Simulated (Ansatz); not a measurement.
# triplet C2H3F: levels of theory compared

We compute a comparison of 6 runs (U-revPBE/def2-TZVP, U-wB97M-V/def2-TZVP, UBHLYP/def2-TZVP, UPBE0/def2-TZVP, USVWN5/def2-TZVP, UCCSD(T)/def2-TZVP) of triplet C2H3F. 

The results are computed with Ansatz 0.2.0.

44 further runs of the same task are left out: 44 set aside as unsound or not needed.

## 1. The structure to begin with

The species is C2H3F (6 atoms), meant as a triplet with charge 0. As SMILES of the parent species, `C=CF`. The coordinates come from a PBE0-D4/def2-TZVP relaxation. That shape belongs to the parent species and isn't relaxed for this state.

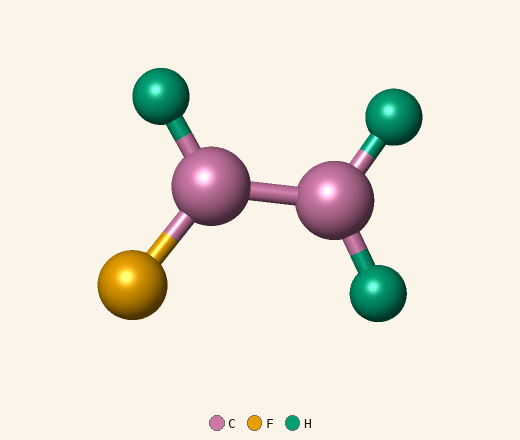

The structure, seen from a chosen angle (carbon pink, fluorine amber, hydrogen teal).

## 2. A single-point energy at U-revPBE/def2-TZVP (run 1)

File job.yaml:

```yaml
basis:
  gaussian: {orbitals: def2-TZVP}
crystal:
  periodic: [false, false, false]
  atoms:
    - {symbol: C, position_ang: [-0.536200, 0.076400, -0.442800]}
    - {symbol: C, position_ang: [0.490000, -0.016300, 0.376600]}
    - {symbol: F, position_ang: [0.966200, -1.192400, 0.795500]}
    - {symbol: H, position_ang: [-1.043900, -0.803300, -0.816600]}
    - {symbol: H, position_ang: [-0.880200, 1.054100, -0.749700]}
    - {symbol: H, position_ang: [1.046100, 0.817400, 0.790700]}
magnetization: {spin_polarized: true, initial_magnetization: 2}
accuracy: high
output: {orbitals: {seedname: orbitals}}
hamiltonian: {xc: {name: revPBE}}
```

Command:

```console
$ ansatz run job.yaml --threads 1 --pin off --max-ram 3480MiB --events-out events.jsonl --progress --plain --runs-dir runs
```

Output:

```text
Warning: RAYON_NUM_THREADS=1 ignored (pool sized by the plan → 1); use --threads N
Functional definition: revPBE
  name "revPBE"
  parameter kappa = 1.245
  parameter beta = 0.06672455060314922
  exchange = pbe_x(kappa = kappa, mu = beta*pi^2/3)
  correlation = pbe_c(beta = beta)
1965 factors; integrals over basis functions are off by at most 4.0e-9 eV
mean field evaluation 1: about -4825.6217 eV, gradient 4.4e1 eV
mean field evaluation 2: about -4803.2795 eV, gradient 7.4e1 eV
mean field evaluation 4: about -4834.5735 eV, gradient 9.7e0 eV
mean field evaluation 8: about -4834.8468 eV, gradient 1.1e-1 eV
mean field evaluation 16: about -4834.8468 eV, gradient 8.3e-6 eV
mean field -4834.84684562 eV, -177.6773443996 hartree, gradient 2.3e-8 eV, S^2 2.006874; 0 other end points of the search recorded, 0 dependent functions left out
reference -4834.84684936 eV, -177.6773445372 hartree; 13, 11 occupied and 98, 100 virtual orbitals, 1965 factors
Total energy: -4834.84684936 eV, -177.6773445372 hartree
```

Wall time 11 s (1 thread of Intel Xeon Platinum 8259CL at 2.50GHz (Skylake/Cascade Lake), shared host); peak memory 0.31 GiB.

## 3. A single-point energy at U-wB97M-V/def2-TZVP (run 2)

File molecule.yaml:

```yaml
crystal:
  periodic: [false, false, false]
  atoms:
    - {symbol: C, position_ang: [-0.536200, 0.076400, -0.442800]}
    - {symbol: C, position_ang: [0.490000, -0.016300, 0.376600]}
    - {symbol: F, position_ang: [0.966200, -1.192400, 0.795500]}
    - {symbol: H, position_ang: [-1.043900, -0.803300, -0.816600]}
    - {symbol: H, position_ang: [-0.880200, 1.054100, -0.749700]}
    - {symbol: H, position_ang: [1.046100, 0.817400, 0.790700]}
basis:
  gaussian:
    orbitals: def2-TZVP
magnetization:
  spin_polarized: true
  initial_magnetization: 2
hamiltonian:
  xc: {name: wB97M-V}
accuracy: high
output: {orbitals: {seedname: orbitals}}
```

Command:

```console
$ ansatz run molecule.yaml --threads 1 --pin off --max-ram 3480MiB --events-out events.jsonl --progress --plain --runs-dir runs
```

Output, shortened:

```text
Warning: RAYON_NUM_THREADS=1 ignored (pool sized by the plan → 1); use --threads N
Functional definition: wB97M-V
  name "wB97M-V"
[...]
  gx(w, u) = 1 - cx + cx01*u + cx10*w
  gss(w, u) = css00 + css04*u^4 + css10*w + css20*w^2 + css43*w^4*u^3
  gos(w, u) = cos00 + cos10*w + (cos20 + cos21*u)*w^2 + (cos60 + cos61*u)*w^6
[...]
      + integral(e_c_pw_mod_opposite_spin*gos(b97_w_opposite, b97_u_opposite)) + vv10(b, c)
1965 factors; integrals over basis functions are off by at most 4.0e-9 eV
272 factors; integrals over basis functions are off by at most 1.8e-9 eV
[...]
mean field -4834.40072590 eV, -177.6609498022 hartree, gradient 7.2e-8 eV, S^2 2.005552; 0 other end points of the search recorded, 0 dependent functions left out
reference -4834.40072949 eV, -177.6609499344 hartree; 13, 11 occupied and 98, 100 virtual orbitals, 1965 factors
Total energy: -4834.40072949 eV, -177.6609499344 hartree
```

Run time: 59 s. Hardware: 1 thread of Intel Xeon Platinum 8259CL at 2.50GHz (Skylake/Cascade Lake), shared host; peak memory 0.76 GiB.

Run 3 isn't shown in full; the table further down has it.

## 4. The energy at UPBE0/def2-TZVP (run 4)

Edit molecule.yaml of step 3 so:

```diff
@@ -16,4 +16,5 @@
 hamiltonian:
-  xc: {name: wB97M-V}
+  xc: pbe0
 accuracy: high
-output: {orbitals: {seedname: orbitals}}
+output:
+  orbitals: {seedname: orbitals}
```

Command:

```console
$ ansatz run molecule.yaml --threads 1 --pin off --max-ram 3480MiB --events-out events.jsonl --progress --plain --runs-dir runs
```

Output:

```text
Warning: RAYON_NUM_THREADS=1 ignored (pool sized by the plan → 1); use --threads N
Functional definition: PBE0
  name "PBE0"
  parameter a = 0.25
  parameter kappa = 0.804
[... 1 set-up line as earlier in the session ...]
  exchange = (1 - a)*pbe_x(kappa = kappa, mu = beta*pi^2/3) + a*exact_x
[... 1 set-up line as earlier in the session ...]
1965 factors; integrals over basis functions are off by at most 4.0e-9 eV
mean field evaluation 1: about -4826.6858 eV, gradient 3.0e1 eV
mean field evaluation 2: about -4825.9209 eV, gradient 3.3e1 eV
mean field evaluation 4: about -4831.1152 eV, gradient 3.1e0 eV
mean field evaluation 8: about -4831.1741 eV, gradient 1.8e-1 eV
mean field evaluation 16: about -4831.1744 eV, gradient 3.8e-5 eV
mean field -4831.17436418 eV, -177.5423831962 hartree, gradient 5.0e-8 eV, S^2 2.008505; 0 other end points of the search recorded, 0 dependent functions left out
reference -4831.17436646 eV, -177.5423832799 hartree; 13, 11 occupied and 98, 100 virtual orbitals, 1965 factors
Total energy: -4831.17436646 eV, -177.5423832799 hartree
```

Run time: 11 s. Hardware: 1 thread of Intel Xeon Platinum 8259CL at 2.50GHz (Skylake/Cascade Lake), shared host; peak memory 0.38 GiB.

Run 5 isn't shown in full; the table further down has it.

## 5. The energy at UCCSD(T)/def2-TZVP (run 6)

File input.yaml:

```yaml
crystal:
  periodic: [false, false, false]
  atoms:
    - {symbol: C, position_ang: [-0.536200, 0.076400, -0.442800]}
    - {symbol: C, position_ang: [0.490000, -0.016300, 0.376600]}
    - {symbol: F, position_ang: [0.966200, -1.192400, 0.795500]}
    - {symbol: H, position_ang: [-1.043900, -0.803300, -0.816600]}
    - {symbol: H, position_ang: [-0.880200, 1.054100, -0.749700]}
    - {symbol: H, position_ang: [1.046100, 0.817400, 0.790700]}
basis:
  gaussian:
    orbitals: def2-TZVP
magnetization:
  spin_polarized: true
  initial_magnetization: 2
correlation:
  method: ccsd_t
  frozen_orbitals: {C: 1, F: 1, H: 0}
accuracy: high
scf:
  omitted_lower_state_checks: [cluster_reference, increment]
```

Command:

```console
$ ansatz run input.yaml --threads 1 --pin off --max-ram 3480MiB --events-out events.jsonl --progress --plain --runs-dir runs
```

Output, shortened:

```text
Warning: RAYON_NUM_THREADS=1 ignored (pool sized by the plan → 1); use --threads N
Functional definition: HF
  name "HF"
[...]
1965 factors; integrals over basis functions are off by at most 4.0e-9 eV
[...]
mean field -4811.72837378 eV, -176.8277562299 hartree, gradient 1.4e-8 eV, S^2 2.022228; 0 other end points of the search recorded, 0 dependent functions left out
3 core orbitals not correlated: weight in the atoms' cores, before any rotation towards them, 1.000 or more for the frozen orbitals, at most 0.000 for the correlated occupied ones
reference -4811.72837378 eV, -176.8277562299 hartree; 10, 8 occupied and 98, 100 virtual orbitals, 1965 factors
second order -14.12985339 eV of doubles, -0.00000000 eV of singles
cycle   1  -14.50757084 eV  change   -3.8e-1 eV  update   8.0e-2
[...]
cycle  23  -14.93229647 eV  change   8.2e-10 eV  update   1.0e-9
perturbative correction -0.46417311 eV, -0.0170580472 hartree
Total energy: -4827.12484337 eV, -177.3935660510 hartree
Checks for a lower state left out: cluster_reference, increment
```

Run time: 78 s. Hardware: 1 thread of Intel Xeon Platinum 8259CL at 2.50GHz (Skylake/Cascade Lake), shared host; peak memory 2.1 GiB.

## 6. Overview of the runs

```csv
run,level,frozen core orbitals,energy (Eh),HOMO energy (eV),⟨S²⟩,wall time
1,U-revPBE/def2-TZVP,–,-177.677345,-1.93,2.007,11 s
2,U-wB97M-V/def2-TZVP,–,-177.660950,-5.31,2.006,59 s
3,UBHLYP/def2-TZVP,–,-177.652038,-4.47,2.010,11 s
4,UPBE0/def2-TZVP,–,-177.542383,-3.30,2.009,11 s
5,USVWN5/def2-TZVP,–,-176.354031,-1.96,2.004,4.8 s
6,UCCSD(T)/def2-TZVP,3,-177.393566,–,2.022,78 s
```

## 7. Outcome

| quantity | value |
| --- | --- |
| run 6: total energy | -177.39357 Eh |
| run 6: correlation energy (3 core orbitals frozen) | -565.8 mEh |
| run 6: (T) correction | -17.06 mEh |
| run 6: ⟨S²⟩ of the reference determinant | 2.022 |
| run 6: T1 diagnostic | 0.016 |

In words: Totals of different functionals can't be ranked against each other. All runs together took 2.9 min, the longest 78 s.
